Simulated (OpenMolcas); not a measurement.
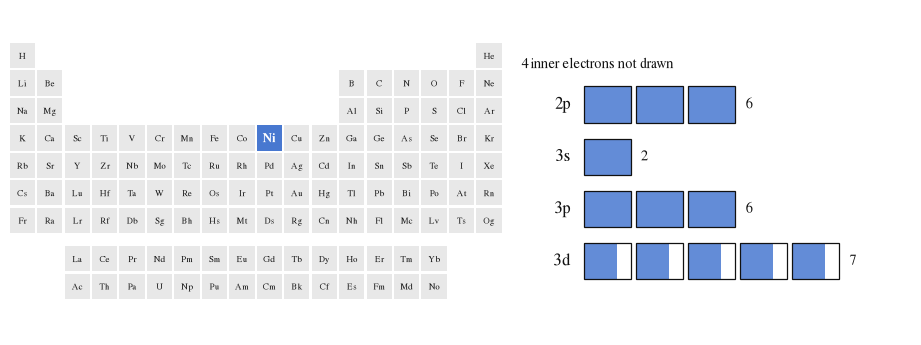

Left, the place of nickel in the periodic table; right, the outer shells of the leading configuration of the lowest level: a box for each of the 2l + 1 orbitals, shaded by the share of the shell that is filled, with the electron count at the right.

**Multiconfigurational calculation for Ni³⁺ complex (part 1 of 2)**

- system: Ni³⁺ with 4 ligands (Cl; tetrahedron, 2.35 Å), neutralised by 4 outer point charges of +0.25 e, whose field is part of the energies.
- method: state-averaged CASSCF, active space 7 electrons in the shell 3d, basis ANO-RCC-VDZP on the metal and ANO-RCC-VDZP on the ligands, DKH2 scalar Hamiltonian, spin-orbit coupling by RASSI with atomic mean-field integrals (OpenMolcas)

**Output (extracts)**
```
--- SEWARD ---
Basis set label: NI.ANO-RCC...5S4P2D1F.

      Electronic valence basis set:
      ------------------
      Associated Effective Charge  28.000000 au
      Associated Actual Charge     28.000000 au
      Nuclear Model: Point charge

      Shell  nPrim  nBasis  Cartesian Spherical Contaminant
         s      21       5        X
         p      15       4        X
         d      10       2                 X
         f       6       1                 X
                  Relativistic Douglas-Kroll-Hess integrals:
                    - DKH order of Hamiltonian: 2
                    - DKH order of Properties : 0
                  Atomic mean-field integrals
--- RASSCF ---
Wave function specifications:
      -----------------------------

      Number of closed shell electrons          90
      Number of electrons in active shells       7
      Max number of holes in RAS1 space          0
      Max nr of electrons in RAS3 space          0
      Number of inactive orbitals               45
      Number of active orbitals                  5
      Number of secondary orbitals              56
      Spin quantum number                      1.5
      State symmetry                             1
Orbital specifications:
      -----------------------

      Symmetry species                           1
                                                 a
      Frozen orbitals                            0
      Inactive orbitals                         45
      Active orbitals                            5
      RAS1 orbitals                              0
      RAS2 orbitals                              5
      RAS3 orbitals                              0
      Secondary orbitals                        56
      Deleted orbitals                           0
      Number of basis functions                106
      Number of CSFs                            10
      Number of root(s) required                10
      Iter CI   SX   CI       RASSCF       Energy    max ROT     max BLB   max BLB  Level Ln srch  Step   QN
          iter iter root      energy       change     param      element    value   shift minimum  type update
 Nr of preliminary CI iterations:   1
      Total energies have been shifted. Add                -3000.00 au
        1   1    9    0  -362.19909611    0.00E+00  -8.66E-02   47  56 1  5.73E-01*  2.02   0.00    SX    NO
        2   1   10    0  -362.76536348   -5.66E-01* -2.82E-02    7  68 1  1.56E-01*  1.58   0.00    SX    NO
        3   1   10    0  -362.92368761   -1.58E-01* -2.60E-02    9  70 1  5.72E-02*  1.45   0.00    SX    NO
        4   1    9    0  -362.98628823   -6.26E-02* -1.99E-02   18  51 1  3.56E-02*  1.36   0.00    SX    NO
        5   1    9    0  -363.01206951   -2.58E-02* -2.29E-02   18  51 1  2.36E-02*  1.30   2.50    LS   YES
        6   1    9    0  -363.02642801   -1.44E-02* -1.12E-02   50  59 1 -2.34E-02*  1.23   1.30    QN   YES
        7   1    9    0  -363.03070574   -4.28E-03* -7.08E-03    9  70 1 -1.43E-02*  1.21   1.68    LS   YES
        8   1    9    0  -363.03154221   -8.36E-04* -2.23E-03    9  70 1 -1.94E-02*  1.20   1.08    QN   YES
        9   1    9    0  -363.03263914   -1.10E-03* -1.26E-03   12  51 1  3.11E-03*  1.20   1.58    LS   YES
       10   1    9    0  -363.03280842   -1.69E-04*  9.50E-04    9  70 1  1.07E-02*  1.20   1.02    QN   YES
        ...
       20   1    6    0  -363.03315406   -7.92E-08* -1.04E-05    3  68 1 -1.17E-04*  1.20   0.88    QN   YES
       21   1    5    0  -363.03315409   -2.97E-08* -2.06E-05    3  68 1 -2.46E-05   1.20   1.68    QN   YES
       22   1    5    0  -363.03315411   -1.16E-08* -1.30E-05    8  69 1  1.94E-05   1.20   1.26    QN   YES
       23   1    5    0  -363.03315411   -2.34E-09  -1.26E-05    3  68 1  1.21E-05   1.20   1.65    QN   YES
      Convergence after 23 iterations
       24   1    5    0  -363.03315411   -1.20E-09  -1.26E-05   12  51 1 -3.00E-06   1.20   1.65    QN   YES
      Natural orbitals and occupation numbers for root  1
      sym 1:   1.000000   1.000000   2.000000   1.000000   2.000000
      Natural orbitals and occupation numbers for root  2
      sym 1:   1.740458   1.000000   1.259542   1.259542   1.740458
      Natural orbitals and occupation numbers for root  3
      sym 1:   1.000000   1.908220   1.908220   1.091780   1.091780
::    RASSCF root number  1 Total energy:  -3363.07496271
::    RASSCF root number  2 Total energy:  -3363.06076661
::    RASSCF root number  3 Total energy:  -3363.06076661
::    RASSCF root number  4 Total energy:  -3363.06076661
::    RASSCF root number  5 Total energy:  -3363.04822383
::    RASSCF root number  6 Total energy:  -3363.04822383
::    RASSCF root number  7 Total energy:  -3363.04822383
::    RASSCF root number  8 Total energy:  -3362.97653569
::    RASSCF root number  9 Total energy:  -3362.97653569
::    RASSCF root number 10 Total energy:  -3362.97653569
--- RASSCF ---
Wave function specifications:
      -----------------------------

      Number of closed shell electrons          90
      Number of electrons in active shells       7
      Max number of holes in RAS1 space          0
      Max nr of electrons in RAS3 space          0
      Number of inactive orbitals               45
      Number of active orbitals                  5
      Number of secondary orbitals              56
      Spin quantum number                      0.5
      State symmetry                             1
Orbital specifications:
      -----------------------

      Symmetry species                           1
                                                 a
      Frozen orbitals                            0
      Inactive orbitals                         45
      Active orbitals                            5
      RAS1 orbitals                              0
      RAS2 orbitals                              5
      RAS3 orbitals                              0
      Secondary orbitals                        56
      Deleted orbitals                           0
      Number of basis functions                106
      Number of CSFs                            40
      Number of root(s) required                40
      Iter CI   SX   CI       RASSCF       Energy    max ROT     max BLB   max BLB  Level Ln srch  Step   QN
          iter iter root      energy       change     param      element    value   shift minimum  type update
 Nr of preliminary CI iterations:   1
      Total energies have been shifted. Add                -3000.00 au
        1   1    9    0  -362.91551893    0.00E+00  -1.25E-02   49  58 1 -1.40E-02*  1.25   0.00    SX    NO
        2   1    8    0  -362.91773642   -2.22E-03* -1.05E-02   49  58 1 -7.94E-03*  1.24   0.00    SX    NO
        3   1    8    0  -362.91915001   -1.41E-03* -8.27E-03   49  58 1 -7.11E-03*  1.23   0.00    SX    NO
        4   1    8    0  -362.92011340   -9.63E-04* -6.88E-03   49  58 1 -5.26E-03*  1.22   0.00    SX    NO
        5   1    8    0  -362.92078810   -6.75E-04* -2.95E-02   34  51 1 -4.94E-03*  1.21   2.50    QN   YES
        6   1    8    0  -362.92240549   -1.62E-03* -6.18E-03   34  51 1 -4.64E-03*  1.19   1.22    QN   YES
        7   1    8    0  -362.92249603   -9.05E-05*  1.57E-03   34  51 1 -3.23E-03*  1.18   1.25    QN   YES
        8   1    7    0  -362.92251608   -2.00E-05* -1.37E-03   34  51 1 -1.99E-03*  1.18   1.88    LS   YES
        9   1    7    0  -362.92252147   -5.39E-06*  1.30E-03   34  51 1 -9.09E-04*  1.18   1.01    QN   YES
       10   1    7    0  -362.92252771   -6.25E-06*  9.33E-04   34  51 1 -4.07E-04*  1.18   1.72    LS   YES
       11   1    7    0  -362.92252878   -1.07E-06*  2.83E-04   27  68 1 -5.44E-04*  1.18   0.87    QN   YES
       12   1    7    0  -362.92252975   -9.72E-07* -3.80E-04   27  68 1  2.21E-04*  1.18   1.18    QN   YES
       13   1    6    0  -362.92253033   -5.77E-07* -5.69E-04   49  58 1 -1.84E-04*  1.18   2.50    LS   YES
       14   1    6    0  -362.92253054   -2.12E-07*  1.85E-04   49  58 1 -1.30E-04*  1.18   0.76    QN   YES
       15   1    6    0  -362.92253074   -1.99E-07*  1.36E-04   34  51 1  5.91E-05   1.18   1.73    LS   YES
       16   1    6    0  -362.92253078   -4.32E-08*  1.54E-04   34  51 1  9.61E-05   1.18   1.00    QN   YES
       17   1    5    0  -362.92253085   -6.09E-08*  1.88E-04   34  51 1  8.14E-05   1.18   2.23    LS   YES
       18   1    5    0  -362.92253087   -2.74E-08*  2.78E-05   34  51 1  6.33E-05   1.18   1.03    QN   YES
       19   1    5    0  -362.92253089   -1.56E-08*  4.06E-05   34  51 1  3.43E-05   1.18   2.35    QN   YES
       20   1    5    0  -362.92253090   -8.95E-09   9.74E-06   41  52 1  9.94E-06   1.18   1.10    QN   YES
      Convergence after 20 iterations
       21   1    5    0  -362.92253090   -8.15E-10   9.74E-06   30  51 1 -5.35E-06   1.18   1.10    QN   YES
      Natural orbitals and occupation numbers for root  1
      sym 1:   1.078978   1.852825   1.102701   1.163867   1.801629
      Natural orbitals and occupation numbers for root  2
      sym 1:   1.078071   1.853807   1.164192   1.103432   1.800498
      Natural orbitals and occupation numbers for root  3
      sym 1:   1.076713   1.798217   1.164902   1.104381   1.855787
::    RASSCF root number  1 Total energy:  -3362.98551621
::    RASSCF root number  2 Total energy:  -3362.98551621
::    RASSCF root number  3 Total energy:  -3362.98551621
::    RASSCF root number  4 Total energy:  -3362.98527995
::    RASSCF root number  5 Total energy:  -3362.98415049
::    RASSCF root number  6 Total energy:  -3362.98415049
::    RASSCF root number  7 Total energy:  -3362.97281440
::    RASSCF root number  8 Total energy:  -3362.97281440
::    RASSCF root number  9 Total energy:  -3362.97281440
::    RASSCF root number 10 Total energy:  -3362.96132259
::    RASSCF root number 11 Total energy:  -3362.96132259
::    RASSCF root number 12 Total energy:  -3362.96132259
::    RASSCF root number 13 Total energy:  -3362.96086123
::    RASSCF root number 14 Total energy:  -3362.96086123
::    RASSCF root number 15 Total energy:  -3362.96086123
::    RASSCF root number 16 Total energy:  -3362.95842643
::    RASSCF root number 17 Total energy:  -3362.95842643
::    RASSCF root number 18 Total energy:  -3362.94726190
::    RASSCF root number 19 Total energy:  -3362.94726190
::    RASSCF root number 20 Total energy:  -3362.94726190
::    RASSCF root number 21 Total energy:  -3362.94196273
::    RASSCF root number 22 Total energy:  -3362.94196273
::    RASSCF root number 23 Total energy:  -3362.94196273
::    RASSCF root number 24 Total energy:  -3362.93205215
::    RASSCF root number 25 Total energy:  -3362.93205215
::    RASSCF root number 26 Total energy:  -3362.93205215
::    RASSCF root number 27 Total energy:  -3362.91850100
::    RASSCF root number 28 Total energy:  -3362.91850100
::    RASSCF root number 29 Total energy:  -3362.89209636
::    RASSCF root number 30 Total energy:  -3362.88337645
```

(Continued in part 2.) Outcome of the run: converged.
